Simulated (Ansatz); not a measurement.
YVC4N4 (space group P-43m, No. 215): the end point of a relaxation with DFT PBE, scalar-relativistic, plane waves, PAW (Ansatz); the starting structure was generated, so it need not be a known form of this composition.

```
Y V C N
1.0
     6.25344    0.00000    0.00000
     0.00000    6.25344    0.00000
     0.00000    0.00000    6.25344
Y V C N
1 1 4 4
Direct
  0.50000 0.50000 0.50000
  0.00000 0.00000 0.00000
  0.18313 0.18313 0.18313
  0.18313 0.81687 0.81687
  0.81687 0.18313 0.81687
  0.81687 0.81687 0.18313
  0.29305 0.29305 0.29305
  0.29305 0.70695 0.70695
  0.70695 0.29305 0.70695
  0.70695 0.70695 0.29305
```

Bonds are taken as C–N below 1.3 Å, C–V below 2.2 Å and N–Y below 2.5 Å. Atoms with one bond or none are removed and atoms with two bonds are replaced by edges, until no such atom is left.

What net does this leave?

The result is a uninodal 4-connected, three-periodic net: Y and V are 4-connected nodes. C and N become part of the edges. It is the dia net, known from diamond, zinc blende and cristobalite. Two identical nets interpenetrate without a bond between them.

```tsv
node	links	point symbol	coordination sequence
Y and V	4	6⁶	4 12 24 42 64
```

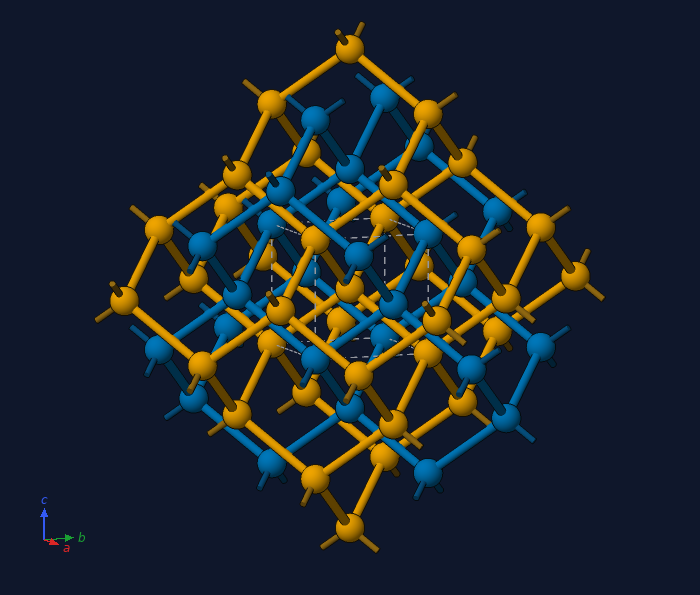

Colours tell the separate nets apart. Edges to nodes outside the piece are drawn as stubs.
